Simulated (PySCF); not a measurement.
# singlet [SiCl3]+ at 6 levels

Aim: a comparison of 6 runs (PBE/STO-6G, r2SCAN/STO-6G, MP2/STO-6G, CCSDT/STO-6G, CCSD(T)/STO-6G, FCI/STO-6G) of singlet [SiCl3]+. Input form: a Python script.

Program for the calculation: PySCF 2.14.0.

3 further runs of the same task are left out: 3 set aside as unsound or not needed.

### Step 1. The structure to begin with

[SiCl3]+ has 4 atoms, charge +1, and is taken as a singlet. SMILES of the parent species: `Cl[Si](Cl)Cl`. The coordinates come from a PBE0-D4/def2-TZVP relaxation. That shape belongs to the parent species and isn't relaxed for this state.

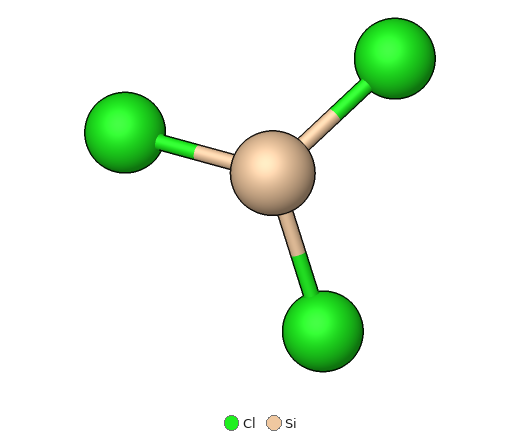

Viewed from a chosen angle; chlorine green, silicon light orange.

### Step 2. A single-point energy at PBE/STO-6G (run 1)

Input file input.xyz:

```xyz
4
Cl3Si
Cl    -1.524800    -0.591600     1.030100
Si     0.116100     0.389400     0.310600
Cl     1.694700    -0.903800     0.219000
Cl    -0.286000     1.105900    -1.559700
```

Input file run.py:

```python
from pyscf import gto, dft

mol = gto.M(
    atom='input.xyz',
    charge=1,
    basis='sto-6g',
    spin=0,
    max_memory=1860,
    verbose=4,
)

mf = dft.RKS(mol)
mf.xc = 'pbe'
mf.grids.level = 5
mf.conv_tol = 1e-10
mf.kernel()
if not mf.converged:
    mf = mf.newton().run(mf.mo_coeff, mf.mo_occ)

etot = mf.e_tot
print('E = %.10f Eh' % etot)
```

Command:

```
$ OMP_NUM_THREADS=1 python run.py
```

Standard output:

```text
PySCF version 2.14.0

[INPUT] num. atoms = 4
[INPUT] num. electrons = 64
[INPUT] charge = 1
[INPUT] spin (= nelec alpha-beta = 2S) = 0
[INPUT] symmetry False subgroup None
[INPUT] Mole.unit = angstrom
[INPUT] Symbol           X                Y                Z      unit          X                Y                Z       unit  Magmom
[INPUT]  1 Cl    -1.524800000000  -0.591600000000   1.030100000000 AA   -2.881454394737  -1.117961975293   1.946606880914 Bohr   0.0
[INPUT]  2 Si     0.116100000000   0.389400000000   0.310600000000 AA    0.219397203062   0.735859352906   0.586948934290 Bohr   0.0
[INPUT]  3 Cl     1.694700000000  -0.903800000000   0.219000000000 AA    3.202518863300  -1.707934471382   0.413850021280 Bohr   0.0
[INPUT]  4 Cl    -0.286000000000   1.105900000000  -1.559700000000 AA   -0.540461671626   2.089848121157  -2.947405836484 Bohr   0.0

nuclear repulsion = 322.527487261219
number of shells = 20
number of NR pGTOs = 216
number of NR cGTOs = 36
basis = sto-6g
ecp = {}

******** <class 'pyscf.dft.rks.RKS'> ********
method = RKS
initial guess = minao
damping factor = 0
level_shift factor = 0
DIIS = <class 'pyscf.scf.diis.CDIIS'>
diis_start_cycle = 1
diis_space = 8
diis_damp = 0
SCF conv_tol = 1e-10
SCF conv_tol_grad = None
SCF max_cycles = 50
direct_scf = True
direct_scf_tol = 1e-13
XC library pyscf.dft.libxc version 7.0.0
    S. Lehtola, C. Steigemann, M. J.T. Oliveira, and M. A.L. Marques.,  SoftwareX 7, 1–5 (2018)
XC functionals = pbe
    J. P. Perdew, K. Burke, and M. Ernzerhof.,  Phys. Rev. Lett. 77, 3865 (1996)
    J. P. Perdew, K. Burke, and M. Ernzerhof.,  Phys. Rev. Lett. 78, 1396 (1997)
    J. P. Perdew, K. Burke, and M. Ernzerhof.,  Phys. Rev. Lett. 77, 3865 (1996)
    J. P. Perdew, K. Burke, and M. Ernzerhof.,  Phys. Rev. Lett. 78, 1396 (1997)
radial grids:
    Treutler-Ahlrichs [JCP 102, 346 (1995); DOI:10.1063/1.469408] (M4) radial grids

becke partition: Becke, JCP 88, 2547 (1988); DOI:10.1063/1.454033
pruning grids: <function nwchem_prune>
grids dens level: 5
symmetrized grids: False
atomic radii adjust function: <function treutler_atomic_radii_adjust>
small_rho_cutoff = 0
Set gradient conv threshold to 1e-05
Initial guess from minao.
tot grids = 172696
init E= -1663.29984680409
  HOMO = -0.410210241863422  LUMO = -0.208649278481625  gap/eV = 5.48475
cycle= 1 E= -1663.0354688243  delta_E= 0.264  |g|= 0.731  |ddm|= 2.74
  HOMO = -0.4375022009185  LUMO = -0.428908648598383  gap/eV = 0.23384
cycle= 2 E= -1662.05953034765  delta_E= 0.976  |g|=  1.6  |ddm|= 4.55
  HOMO = -0.477589792274558  LUMO = -0.408001125586814  gap/eV = 1.89360
cycle= 3 E= -1663.33739582263  delta_E= -1.28  |g|= 0.0364  |ddm|= 3.15
  HOMO = -0.484170537716347  LUMO = -0.417301213746475  gap/eV = 1.81961
cycle= 4 E= -1663.33772082964  delta_E= -0.000325  |g|= 0.0173  |ddm|= 0.0422
  HOMO = -0.484643862383649  LUMO = -0.416576369994241  gap/eV = 1.85221
cycle= 5 E= -1663.33785879671  delta_E= -0.000138  |g|= 0.00469  |ddm|= 0.0285
  HOMO = -0.484682141907884  LUMO = -0.416480130056487  gap/eV = 1.85587
cycle= 6 E= -1663.33786560412  delta_E= -6.81e-06  |g|= 0.00219  |ddm|= 0.0103
  HOMO = -0.484705086375331  LUMO = -0.416450132596063  gap/eV = 1.85731
cycle= 7 E= -1663.33786835697  delta_E= -2.75e-06  |g|= 0.000793  |ddm|= 0.00632
  HOMO = -0.484741844596739  LUMO = -0.416399403503159  gap/eV = 1.85969
cycle= 8 E= -1663.33786868629  delta_E= -3.29e-07  |g|= 4.01e-05  |ddm|= 0.00191
  HOMO = -0.484739393403346  LUMO = -0.416401976922207  gap/eV = 1.85956
cycle= 9 E= -1663.33786868713  delta_E= -8.37e-10  |g|= 5.71e-06  |ddm|= 0.0001
  HOMO = -0.484739448649023  LUMO = -0.416401984374087  gap/eV = 1.85956
cycle= 10 E= -1663.33786868715  delta_E= -2.09e-11  |g|= 1.86e-06  |ddm|= 2.53e-05
  HOMO = -0.48473949897433  LUMO = -0.416402068076771  gap/eV = 1.85956
Extra cycle  E= -1663.33786868714  delta_E= 1.11e-11  |g|= 4.67e-06  |ddm|= 2.2e-05
converged SCF energy = -1663.33786868714
E = -1663.3378686871 Eh
```

Run time: 7.5 s. Hardware: 1 thread of Arm Neoverse V1, shared host; peak memory 0.27 GiB.

### Step 3. A single-point energy at r2SCAN/STO-6G (run 2)

Input file calc.py:

```python
from pyscf import gto, dft

mol = gto.M(
    atom=[
    ('Cl', (-1.524800, -0.591600, 1.030100)),
    ('Si', (0.116100, 0.389400, 0.310600)),
    ('Cl', (1.694700, -0.903800, 0.219000)),
    ('Cl', (-0.286000, 1.105900, -1.559700)),
],
    spin=0,
    charge=1,
    max_memory=1860,
    basis='sto-6g',
    verbose=4,
)

ks = dft.RKS(mol)
ks.xc = 'r2scan'
ks.grids.level = 5
ks.conv_tol = 1e-10
ks.kernel()
if not ks.converged:
    ks = ks.newton().run(ks.mo_coeff, ks.mo_occ)

e_final = ks.e_tot
print('E(%s) = %.9f' % ('R2SCAN', e_final))
```

Command:

```
$ OMP_NUM_THREADS=1 python calc.py
```

Standard output:

```text
PySCF version 2.14.0

[INPUT] num. atoms = 4
[INPUT] num. electrons = 64
[INPUT] charge = 1
[INPUT] spin (= nelec alpha-beta = 2S) = 0
[INPUT] symmetry False subgroup None
[INPUT] Mole.unit = angstrom
[INPUT] Symbol           X                Y                Z      unit          X                Y                Z       unit  Magmom
[INPUT]  1 Cl    -1.524800000000  -0.591600000000   1.030100000000 AA   -2.881454394737  -1.117961975293   1.946606880914 Bohr   0.0
[INPUT]  2 Si     0.116100000000   0.389400000000   0.310600000000 AA    0.219397203062   0.735859352906   0.586948934290 Bohr   0.0
[INPUT]  3 Cl     1.694700000000  -0.903800000000   0.219000000000 AA    3.202518863300  -1.707934471382   0.413850021280 Bohr   0.0
[INPUT]  4 Cl    -0.286000000000   1.105900000000  -1.559700000000 AA   -0.540461671626   2.089848121157  -2.947405836484 Bohr   0.0

nuclear repulsion = 322.527487261219
number of shells = 20
number of NR pGTOs = 216
number of NR cGTOs = 36
basis = sto-6g
ecp = {}

******** <class 'pyscf.dft.rks.RKS'> ********
method = RKS
initial guess = minao
damping factor = 0
level_shift factor = 0
DIIS = <class 'pyscf.scf.diis.CDIIS'>
diis_start_cycle = 1
diis_space = 8
diis_damp = 0
SCF conv_tol = 1e-10
SCF conv_tol_grad = None
SCF max_cycles = 50
direct_scf = True
direct_scf_tol = 1e-13
XC library pyscf.dft.libxc version 7.0.0
    S. Lehtola, C. Steigemann, M. J.T. Oliveira, and M. A.L. Marques.,  SoftwareX 7, 1–5 (2018)
XC functionals = r2scan
    J. W. Furness, A. D. Kaplan, J. Ning, J. P. Perdew, and J. Sun.,  J. Phys. Chem. Lett. 11, 8208-8215 (2020)
    J. W. Furness, A. D. Kaplan, J. Ning, J. P. Perdew, and J. Sun.,  J. Phys. Chem. Lett. 11, 9248-9248 (2020)
    J. W. Furness, A. D. Kaplan, J. Ning, J. P. Perdew, and J. Sun.,  J. Phys. Chem. Lett. 11, 8208-8215 (2020)
    J. W. Furness, A. D. Kaplan, J. Ning, J. P. Perdew, and J. Sun.,  J. Phys. Chem. Lett. 11, 9248-9248 (2020)
radial grids:
    Treutler-Ahlrichs [JCP 102, 346 (1995); DOI:10.1063/1.469408] (M4) radial grids

becke partition: Becke, JCP 88, 2547 (1988); DOI:10.1063/1.454033
pruning grids: <function nwchem_prune>
grids dens level: 5
symmetrized grids: False
atomic radii adjust function: <function treutler_atomic_radii_adjust>
small_rho_cutoff = 0
Set gradient conv threshold to 1e-05
[... 1 set-up line as earlier in the session ...]
tot grids = 172696
init E= -1664.01814237544
  HOMO = -0.424310293618877  LUMO = -0.21014014104795  gap/eV = 5.82787
cycle= 1 E= -1663.79164593076  delta_E= 0.226  |g|= 0.698  |ddm|= 2.73
  HOMO = -0.454987390281459  LUMO = -0.439355776403358  gap/eV = 0.42536
cycle= 2 E= -1663.10498661518  delta_E= 0.687  |g|= 1.41  |ddm|= 4.12
  HOMO = -0.493354326965975  LUMO = -0.408511187220193  gap/eV = 2.30870
cycle= 3 E= -1664.06738869086  delta_E= -0.962  |g|= 0.0207  |ddm|= 2.77
  HOMO = -0.497716106593091  LUMO = -0.42099823631008  gap/eV = 2.08760
cycle= 4 E= -1664.0673445744  delta_E= 4.41e-05  |g|= 0.0225  |ddm|= 0.101
  HOMO = -0.498965878174993  LUMO = -0.419875160927697  gap/eV = 2.15217
cycle= 5 E= -1664.06761261136  delta_E= -0.000268  |g|= 0.00388  |ddm|= 0.0458
  HOMO = -0.499053632570914  LUMO = -0.419812707903911  gap/eV = 2.15626
cycle= 6 E= -1664.06761881894  delta_E= -6.21e-06  |g|= 0.00105  |ddm|= 0.00666
  HOMO = -0.499072034510188  LUMO = -0.419792417522481  gap/eV = 2.15731
cycle= 7 E= -1664.06761930854  delta_E= -4.9e-07  |g|= 0.000534  |ddm|= 0.00259
  HOMO = -0.499099733434563  LUMO = -0.419760406074763  gap/eV = 2.15893
cycle= 8 E= -1664.0676194583  delta_E= -1.5e-07  |g|= 6.97e-06  |ddm|= 0.00124
  HOMO = -0.499099189561779  LUMO = -0.419761041619625  gap/eV = 2.15890
cycle= 9 E= -1664.06761945833  delta_E= -2.96e-11  |g|= 6.68e-07  |ddm|= 1.85e-05
  HOMO = -0.499099184960244  LUMO = -0.419761163655649  gap/eV = 2.15890
Extra cycle  E= -1664.06761945834  delta_E= -2.96e-12  |g|= 1.34e-06  |ddm|= 5.39e-06
converged SCF energy = -1664.06761945834
E(R2SCAN) = -1664.067619458
```

It took 9.3 s on 1 thread of Arm Neoverse V1, shared host; peak memory 0.27 GiB.

Run 3 isn't shown in full; the table further down has it.

### Step 4. A single-point energy at CCSDT/STO-6G (run 4)

Input file input.py:

```python
from pyscf import gto, scf, cc

mol = gto.M(
    atom='''
Cl    -2.881454    -1.117962     1.946607
Si     0.219397     0.735859     0.586949
Cl     3.202519    -1.707934     0.413850
Cl    -0.540462     2.089848    -2.947406
''',
    basis='sto-6g',
    unit='bohr',
    verbose=3,
    charge=1,
    max_memory=1860,
)

calc0 = scf.RHF(mol)
calc0.conv_tol = 1e-10
calc0.kernel()
if not calc0.converged:
    calc0 = calc0.newton().run(calc0.mo_coeff, calc0.mo_occ)

mycc = cc.CCSDT(calc0, frozen=20)
mycc.kernel()
energy = mycc.e_tot
print('Final energy', energy)
```

Command:

```
$ OMP_NUM_THREADS=1 python input.py
```

Standard output:

```text
converged SCF energy = -1661.66277841482
_make_eris_incore_RCCSDT

WARN: A large `blksize` is being used, which may cause large memory consumption
      for storing contraction intermediates. If memory is sufficient, consider using
      `pyscf.cc.rccsdt_highm.RCCSDT` instead.

RCCSDT converged
E(RCCSDT) = -1661.755447622287   E_corr = -0.09266920746656984
E_corr(same-spin) = -0.0168211894352439
E_corr(oppo-spin) = -0.0758480180313259
Final energy -1661.7554476222865
```

It took 3.3 s on 1 thread of Arm Neoverse V1, shared host; peak memory 0.11 GiB.

Run 5 isn't shown in full; the table further down has it.

### Step 5. The energy at FCI/STO-6G (run 6)

Input file job.py:

```python
from pyscf import gto, scf, mcscf
from pyscf import fci

system = gto.M(
    atom=[
    ('Cl', (-1.524800, -0.591600, 1.030100)),
    ('Si', (0.116100, 0.389400, 0.310600)),
    ('Cl', (1.694700, -0.903800, 0.219000)),
    ('Cl', (-0.286000, 1.105900, -1.559700)),
],
    basis='sto-6g',
    max_memory=1860,
    charge=1,
    spin=0,
    verbose=3,
)

calc0 = scf.RHF(system)
calc0.conv_tol = 1e-10
calc0.kernel()
if not calc0.converged:
    calc0 = calc0.newton().run(calc0.mo_coeff, calc0.mo_occ)

cas = mcscf.CASCI(calc0, calc0.mo_coeff.shape[-1] - 20, (system.nelec[0] - 20, system.nelec[1] - 20))  # full CI above the frozen core
cas.fcisolver = fci.direct_spin0.FCI(system)  # even spin states alone
cas.kernel()
print('<S^2> = %.4f' % cas.fcisolver.spin_square(cas.ci, cas.ncas, cas.nelecas)[0])
e_tot = cas.e_tot
print(f'total energy: {e_tot:.8f} hartree')
```

Command:

```
$ OMP_NUM_THREADS=1 python job.py
```

Standard output:

```text
converged SCF energy = -1661.66277839604
CASCI E = -1661.75545924721  E(CI) = -92.2365294663784  S^2 = 0.0000000
<S^2> = 0.0000
total energy: -1661.75545925 hartree
```

Wall time 2.2 min (1 thread of Arm Neoverse V1, shared host); peak memory 0.84 GiB.

### Step 6. Overview of the runs

| run | level | integration grid | frozen core orbitals | energy (Eh) | HOMO energy (eV) | LUMO energy (eV) | HOMO–LUMO gap (eV) | wall time |
| --- | --- | --- | --- | --- | --- | --- | --- | --- |
| 1 | PBE/STO-6G | 5 | – | -1663.337869 | -13.19 | -11.33 | 1.86 | 7.5 s |
| 2 | r2SCAN/STO-6G | 5 | – | -1664.067619 | -13.58 | -11.42 | 2.16 | 9.3 s |
| 3 | MP2/STO-6G | – | 20 | -1661.733154 | -18.32 | -7.52 | 10.81 | 1.9 s |
| 4 | CCSDT/STO-6G | – | 20 | -1661.755448 | -18.32 | -7.52 | 10.81 | 3.3 s |
| 5 | CCSD(T)/STO-6G | – | 20 | -1661.754131 | -18.32 | -7.52 | 10.81 | 1.9 s |
| 6 | FCI/STO-6G | – | 20 | -1661.755459 | -18.32 | -7.52 | 10.81 | 2.2 min |

### Step 7. Results

| quantity | value |
| --- | --- |
| run 6: total energy | -1661.75546 Eh |
| run 6: HOMO energy (Hartree–Fock orbitals) | -18.32 eV |
| run 6: LUMO energy (Hartree–Fock orbitals) | -7.52 eV |
| run 6: HOMO–LUMO gap (Hartree–Fock orbitals) | 10.81 eV |
| run 6: correlation energy (20 core orbitals frozen) | -92.7 mEh |

**Reading.** Against full CI in this basis: MP2 +22.3 mEh; CCSDT +0.0 mEh; CCSD(T) +1.3 mEh. Totals of different functionals can't be ranked against each other. In runs 1, 2, 3, 4, 5, 6 the basis is minimal, so the values are rough. All runs together took 2.6 min, the longest 2.2 min.
